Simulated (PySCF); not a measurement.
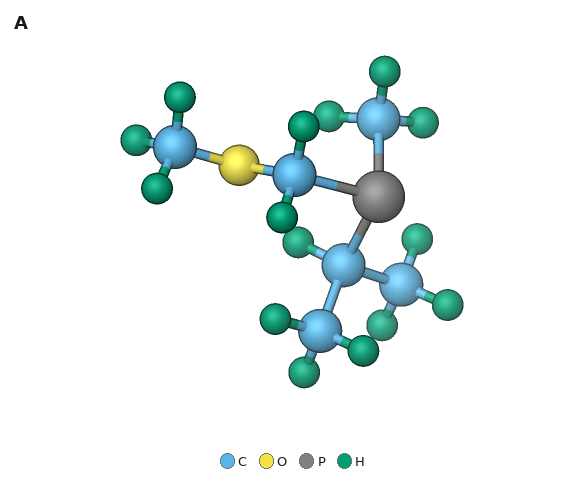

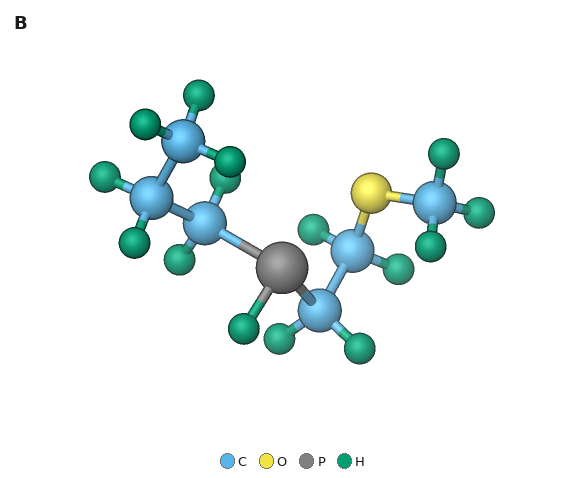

2 stationary structures of one formula. Geometries: GFN2-xTB. Electronic energies: PBE0/pcSseg-1 (PySCF 2.14.0), without zero-point energy. No frequency run is at hand to confirm each as a minimum. Each is one conformer, not always the lowest.

How are they related?

Answer. They are constitutional isomers of C6H15OP: A `COCP(C)C(C)C`, B `CCCPCCOC`.

Which is lowest in energy, and by how much?

Answer. A is lowest; B lies 7.4 kcal/mol above it.

The geometry is semi-empirical. Around P such bond lengths and angles can be off by a tenth of an ångström or more and by several degrees, and values that hang on the shape move with them.
